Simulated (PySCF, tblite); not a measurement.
# C₄H₆F₂O₂Si: geometry, infrared bands and NMR shifts

Aim: predict the infrared bands and NMR shifts of C₄H₆F₂O₂Si (`FCO[C@H]1C=C(F)[SiH2]O1`).

Computed with tblite 0.8.0 and PySCF 2.14.0, with density-fitted response routines of our own, on a single molecule in the gas phase. Atoms are numbered from 0 throughout.

### Step 1. Starting geometry

15 atoms, charge 0, multiplicity 1; geometry from: force field or distance geometry start.

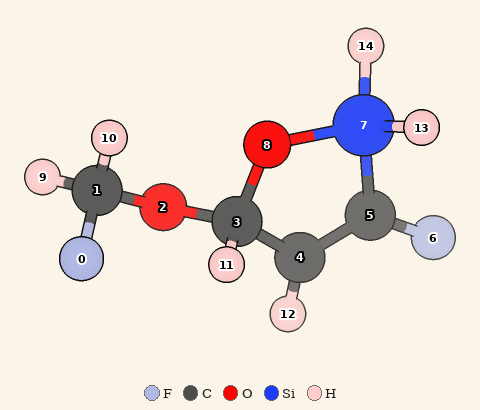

The starting geometry (fluorine light blue, carbon dark grey, oxygen red, silicon blue, hydrogen pink), atoms numbered.

### Step 2. Geometry optimisation with GFN2-xTB

What the job is given:

```
{"job": {"kind": "relax", "xc": "GFN2-xTB", "basis": "xTB"}, "charge": 0, "multiplicity": 1}
F      3.019200     0.671800     0.439500
C      2.480700    -0.384500    -0.228600
O      1.294000     0.031400    -0.831800
C      0.314400     0.396300     0.129300
C     -0.799900     1.117000    -0.574400
C     -2.017300     0.576700    -0.437500
F     -3.128600     1.076800    -0.988900
Si    -1.864400    -0.903500     0.607600
O     -0.195200    -0.792600     0.802000
H      3.190100    -0.698600    -0.986900
H      2.323400    -1.216300     0.480100
H      0.739100     1.055800     0.897000
H     -0.611800     2.011600    -1.152000
H     -2.534000    -0.771900     1.918500
H     -2.214100    -2.161800    -0.095900
```

Run with:

```console
OMP_NUM_THREADS=1 python probes_run.py task.json out
```

This one command runs all jobs of the session in turn.

**Question.** This job is followed by: GFN2-xTB harmonic vibrations, gas phase; GIAO PBE0/pcSseg-1 NMR shielding, non-relativistic, gas phase. What will the session give for the following? strongest single infrared mode (GFN2-xTB); zero-point energy (GFN2-xTB); ¹³C shifts against TMS (PBE0/pcSseg-1); ¹H shifts against TMS (PBE0/pcSseg-1); ¹⁹F shifts against CFCl3 (PBE0/pcSseg-1); ¹⁷O shifts against H2O (PBE0/pcSseg-1); ²⁹Si shifts against TMS (PBE0/pcSseg-1); surface potential, least and greatest.

As calculated:

```
                                 quantity                                   value
strongest single infrared mode (GFN2-xTB)                   2313 cm⁻¹, 334 km/mol
             zero-point energy (GFN2-xTB)                           60.0 kcal/mol
   ¹³C shifts against TMS (PBE0/pcSseg-1)          180.0, 132.9, 102.2, 100.7 ppm
    ¹H shifts against TMS (PBE0/pcSseg-1)  6.45, 6.41, 6.12, 5.63, 5.40, 5.24 ppm
 ¹⁹F shifts against CFCl3 (PBE0/pcSseg-1)                      -130.7, -188.9 ppm
   ¹⁷O shifts against H2O (PBE0/pcSseg-1)                         148.0, 52.9 ppm
  ²⁹Si shifts against TMS (PBE0/pcSseg-1)                               -22.8 ppm
    surface potential, least and greatest                      -1.03 V and 1.84 V
```

Over 61 steps the energy fell by 0.262 eV; of the close pairs, C5–Si7 changed most, 1.818 to 1.893 Å. All 39 modes are real, so the xTB geometry is a minimum. The strongest single mode, at 2313 cm⁻¹, moves mainly H14. Unscaled tight-binding wavenumbers are off by several per cent, some by more. Its intensities can rank the bands wrongly. H12 (hydrogen on an alkene CH) lies farthest downfield among hydrogen, at 6.45 ppm; attached to an sp2 carbon and in the plane of the double bond. At PBE0/pcSseg-1: Shielding is most anisotropic at F6 (span 290 ppm, paramagnetic term -169 ppm). By nearest atom (PBE0/pcSseg-1), the HOMO sits on C4, C5 about 33 % each; F6 13 % and the LUMO on C4, C5 about 31 % each; H12 8 %.
